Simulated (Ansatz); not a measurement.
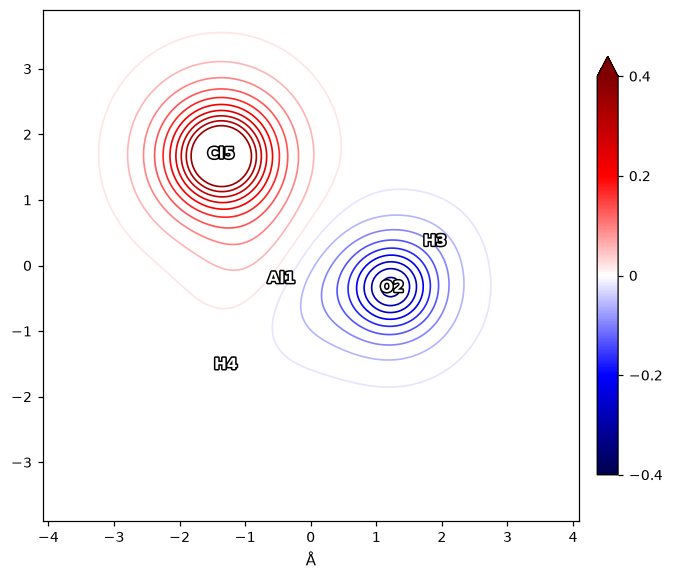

AlClH2O. The HOMO−1 on a plane 0.8 Å above the molecular plane (values in Å⁻³ᐟ²; the overall sign is arbitrary).

Theory: RKS B3LYP/def2-SVP in Ansatz 0.2.0.

The calculation's input:

```
crystal:
  periodic: [false, false, false]
  atoms:
    - { symbol: Al, position_ang: [0.0, 0.0, 0.0] }
    - { symbol: O, position_ang: [0.0, 0.0, 1.78] }
    - { symbol: H, position_ang: [-0.9095, -0.2814, 2.1171] }
    - { symbol: H, position_ang: [1.351, 0.0, -0.78] }
    - { symbol: Cl, position_ang: [-1.9312, 0.0, -1.115] }
basis:
  gaussian: { orbitals: def2-SVP }
hamiltonian:
  xc: b3lyp
relax:
  f_tol: 0.02
  max_steps: 40
output:
  orbitals: {}
```

Command:

```sh
ansatz run input.yaml --threads 1 --pin off --max-ram 2048MiB --backend cpu --events-out ev --progress --plain --runs-dir out
```

The fields are those of the run's last geometry, not of the input's.

**Where does this orbital lie, and at what energy?**

Its weight (Hirshfeld) is mainly on Cl5 (about 55 %) and O2 (about 35 %); it changes sign across the molecular plane (π type). Its energy is −8.74 eV.
